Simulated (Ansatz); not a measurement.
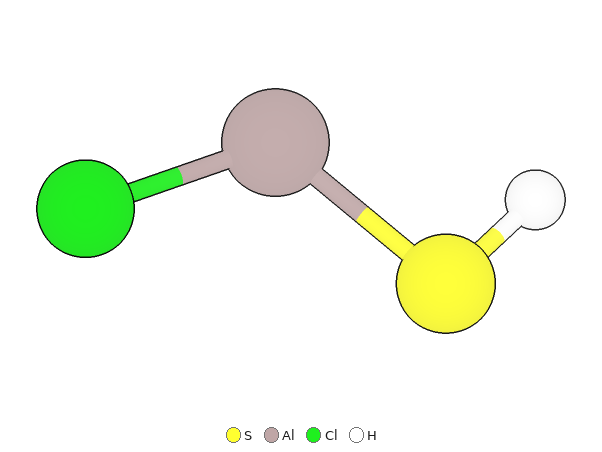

A ball-and-stick model of a molecule. Every bond is drawn as one stick, whatever its order.

Charge 0, doublet. The computed structure is the end point of a PBE0-D4/def2-TZVP optimisation.

Describe the molecule.

Formula AlClHS. As SMILES it reads `[SH][Al][Cl]`. The point group is Cs. It is an open-shell species. All atoms lie on one plane. Coordination: 1 S bent; 1 Al bent.

The parts below concern this one geometry. Atoms keep their numbers from picture to picture.

**Geometry**

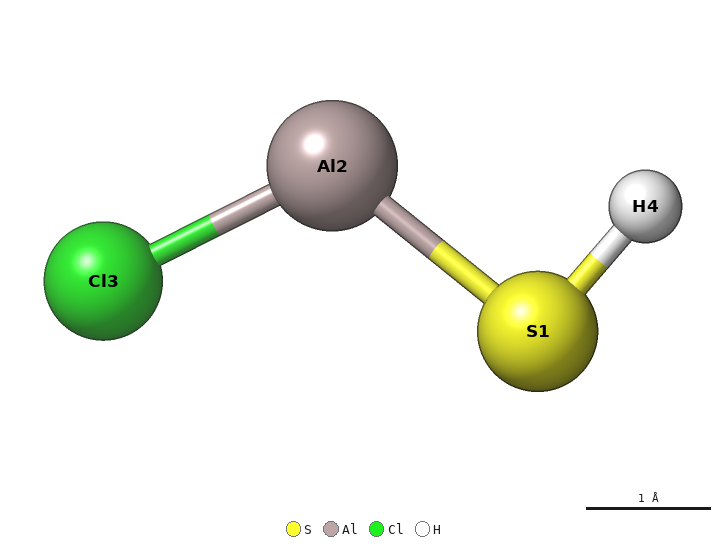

List the bonds and their lengths.

```csv
bond,length (Å)
S1–Al2,2.193
S1–H4,1.345
Al2–Cl3,2.107
```

**Electronic properties**

Properties computed with UHF-CCSD(T), frozen core/cc-pV(T+d)Z (Ansatz 0.2.0).

What does the calculation give?

- HOMO energy (Hartree–Fock orbital): −8.98 eV
- ⟨S²⟩ of the determinant: 0.755
- T1 diagnostic: 0.014

**Thermal motion**

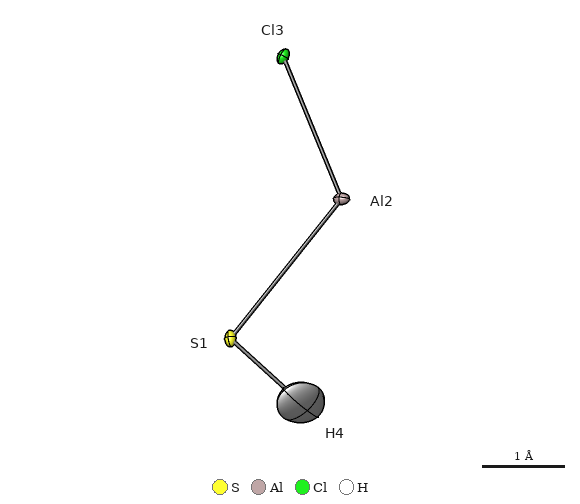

Displacement ellipsoids at the 50 % level, from the internal vibrations of the free molecule (harmonic, no overall translation or rotation; no half-axis is drawn under 0.075 Å). Vibrations computed with UKS PBE0-D4/def2-TZVP (Ansatz 0.2.0). Temperature: 298 K.

Give the displacement parameters, one line for each set of equivalent atoms.

| atom | U_eq (Å²) | rms amplitudes (Å) |
| --- | --- | --- |
| S1 | 0.0018 | 0.008, 0.020, 0.070 |
| Al2 | 0.0020 | 0.012, 0.029, 0.070 |
| Cl3 | 0.0016 | 0.007, 0.019, 0.066 |
| H4 | 0.0501 | 0.093, 0.182, 0.329 |

**Dipole moment**

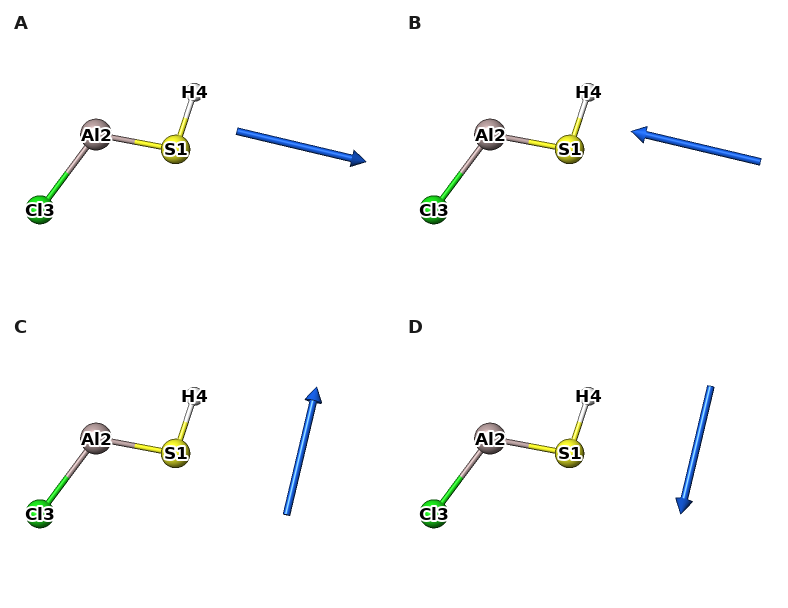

The same molecule four times, each with an arrow. Properties computed with UKS PBE0-D4/def2-TZVP (Ansatz 0.2.0).

Which arrow points along the dipole moment, from the negative to the positive end?

C. The dipole moment is 2.13 D; it points from the side of Cl3 to the side of H4 (the outermost atoms at the two ends).
